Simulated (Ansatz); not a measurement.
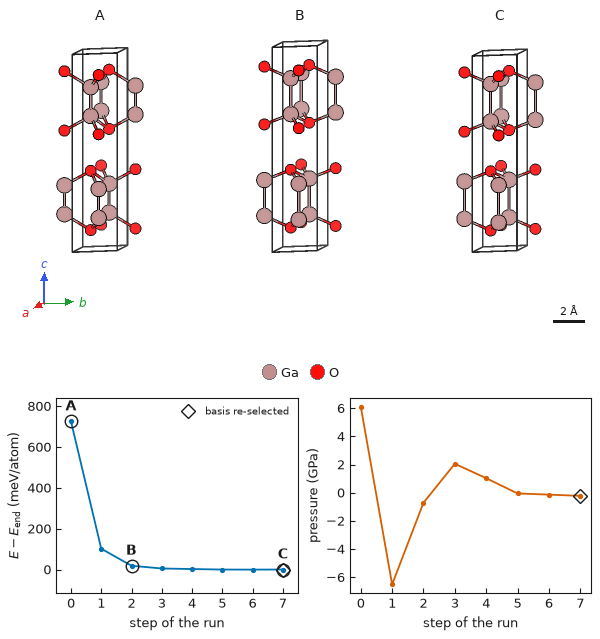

Frames of a relaxation of a crystal of GaO (a generated structure, set up in P6_3/mmc) (coarse preliminary run), marked on the history of the run. Style: ball-and-stick. Shown: the cell of the calculation, slightly off an axis.

Method: Ansatz, DFT PBEsol, scalar-relativistic, plane waves, PAW.

Input file:
```yaml
crystal:
  lattice:
    - [3.074007657, 0.0, 0.0]
    - [-1.5370038285, 2.6621687224, 0.0]
    - [0.0, 0.0, 13.077261157]
  atoms:
    - { symbol: Ga, position: [0.3333333333, 0.6666666667, 0.177] }
    - { symbol: Ga, position: [0.6666666667, 0.3333333333, 0.677] }
    - { symbol: Ga, position: [0.3333333333, 0.6666666667, 0.323] }
    - { symbol: Ga, position: [0.6666666667, 0.3333333333, 0.823] }
    - { symbol: O, position: [0.3333333333, 0.6666666667, 0.6] }
    - { symbol: O, position: [0.6666666667, 0.3333333333, 0.1] }
    - { symbol: O, position: [0.3333333333, 0.6666666667, 0.9] }
    - { symbol: O, position: [0.6666666667, 0.3333333333, 0.4] }
basis:
  ecutwfc: 420
kpoints:
  mp_grid: { grid: [6, 6, 2] }
hamiltonian:
  xc: pbesol
scf:
  occupations: { method: gaussian, width: 0.1 }
output:
  forces: true
  stress: true
  eigenvalues: true
relax:
  adjacent_minimum: "off"
  f_tol: 0.05
  max_steps: 80
  cell: { stress_tol: 0.5 }
```

Command:
```bash
ansatz run input.yaml --threads 4 --pin off --max-ram 12288MiB --backend cpu --events-out ev --progress --plain --runs-dir out
```

What happens along the run?

The energy falls by 725 meV per atom in 6 accepted moves (7 points after the start). Largest force component: 13 eV/Å at the start, 0.022 eV/Å at the end. The pressure goes from 6.11 to −0.23 GPa. The SCF was repeated once at an unchanged geometry on a basis and grid sized afresh for the cell, which shifted the energy by 0.5 meV per atom at most. The largest moves relative to the cell, 0.29 Å, are those of Ga1, Ga2, Ga3 and Ga4. Ga2 goes along −c. Largest moves by element: Ga 0.29 Å, O 0.01 Å. Cell: a = b 3.074 → 3.069 Å (−0.2 %), c 13.077 → 12.977 Å (−0.8 %). Volume −1.1 %. Among the contacts that change: Ga1–Ga3 1.909 → 2.480 Å, Ga1–O6 2.041 → 1.913 Å. Bond angles that change, for instance: O6–Ga1–O6 97.7° → 106.7°, Ga1–O6–Ga1 97.7° → 106.7°, Ga3–Ga1–O6 119.6° → 112.1°. The space group stays P6_3/mmc (No. 194). Cost: 27 s on 4 threads of Intel(R) Xeon(R) Processor @ 2.50GHz (Skylake/Cascade Lake), on a shared host, peak memory 0.51 GiB. From step 0 to 2: Ga atoms move most (0.19 Å), volume +4.5 %, energy −706 meV per atom. From step 2 to 7: O atoms move most (0.13 Å), volume −5.3 %, energy −18.5 meV per atom.

Limits of the set-up: layers or molecules are held without a dispersion correction, so their spacing is unreliable.
